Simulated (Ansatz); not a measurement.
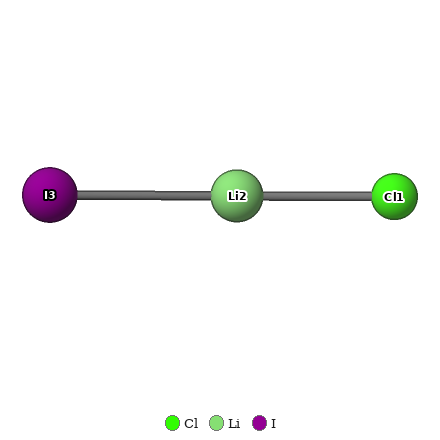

The system is Cl⁻ + LiI; the picture shows the reference structure. 
- First axis: distance Cl1–Li2. Second axis: distance Li2–I3.
- Nothing is relaxed (the angle Cl1–Li2–I3 is fixed at 180 degrees).
- The scan uses a 17 × 17 grid.
- Energies: kcal/mol, counted from the lowest grid point.
- These are results of RKS PBE0-D4/def2-SVPD in Ansatz 0.2.0, not measurements.

Its coordinates:

```xyz
3

Cl   -2.1700    0.0000    0.0000
Li    0.0000    0.0000    0.0000
I     2.5770    0.0000    0.0000
```

Range: distance Cl1–Li2 from 1.840 to 3.840 Å; distance Li2–I3 from 2.136 to 4.136 Å.

What will the energy surface look like?

The lowest grid point is at distance Cl1–Li2 = 2.170 Å, distance Li2–I3 = 2.577 Å. It is the only kind of minimum in the scanned range. The highest grid point, distance Cl1–Li2 = 3.840 Å, distance Li2–I3 = 4.136 Å, lies 63.6 kcal/mol above the lowest. Round the minimum the two coordinates are weakly coupled (coupling 0.06 in units of the two stiffnesses).

| distance Li2–I3 ↓, distance Cl1–Li2 → | 1.840 | 1.974 | 2.170 | 2.399 | 2.652 | 2.926 | 3.216 | 3.521 | 3.840 |
| --- | --- | --- | --- | --- | --- | --- | --- | --- | --- |
| 3.975 | 26.3 | 20.0 | 18.9 | 23.5 | 31.0 | 38.7 | 46.6 | 54.1 | 60.7 |
| 3.663 | 22.5 | 16.0 | 14.6 | 18.9 | 26.2 | 33.9 | 41.0 | 48.2 | 54.5 |
| 3.365 | 18.3 | 11.7 | 10.0 | 14.0 | 21.0 | 28.8 | 35.8 | 42.3 | 48.2 |
| 3.083 | 14.3 | 7.4 | 5.5 | 9.1 | 15.7 | 23.2 | 30.4 | 36.8 | 42.5 |
| 2.819 | 11.0 | 4.0 | 1.7 | 5.0 | 11.2 | 18.4 | 25.3 | 31.4 | 36.8 |
| 2.577 | 9.8 | 2.5 | 0.0 | 2.9 | 8.8 | 15.6 | 22.2 | 28.0 | 33.1 |
| 2.363 | 12.2 | 4.8 | 2.0 | 4.7 | 10.2 | 16.7 | 22.9 | 28.5 | 33.3 |
| 2.190 | 19.1 | 11.6 | 8.7 | 11.1 | 16.4 | 22.6 | 28.6 | 34.0 | 38.6 |

The table holds every second grid line.

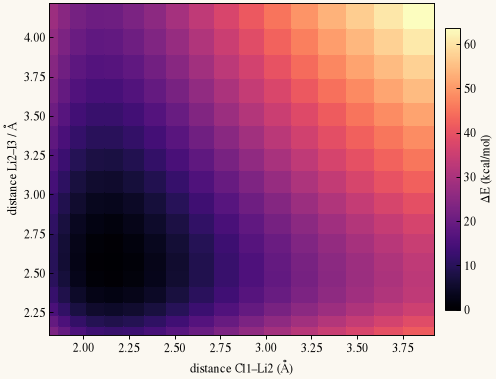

The picture shows one coloured cell a grid point.

Time for the 289 points that were run: 18 min on 1 thread of Arm Neoverse V1, with other jobs on the host.
